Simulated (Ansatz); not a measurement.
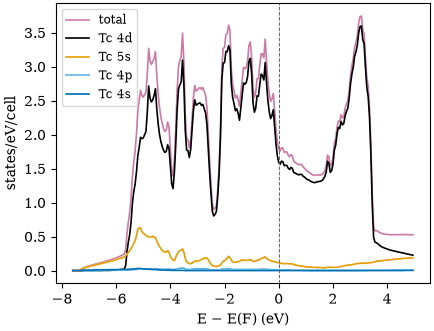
Figure: Total and projected density of states of Tc (hcp (Mg type), P6_3/mmc), the program Ansatz at the PBE+D3(BJ) level (PAW)

Q: Which orbitals carry the states next to the Fermi level?

A: Within 0.5 eV of the Fermi level: Tc 4d 89 %, Tc 5s 6 %. Projections are on Löwdin-orthogonalised atomic valence shells; empty p or d shells of many metals are not among them.

Q: Where is the tallest occupied peak in this window, and what makes it?

A: Near -1.9 eV, about 3.6 states/eV per cell; the largest projected share is Tc 4d.

The cell was relaxed with PBE+D3(BJ) under the symmetry of its start. The run is not spin-polarised. The pairwise dispersion correction was not fitted to metals. Spin–orbit coupling is left out wherever it is not named.

Potentials: the later of the program's two PAW sets.
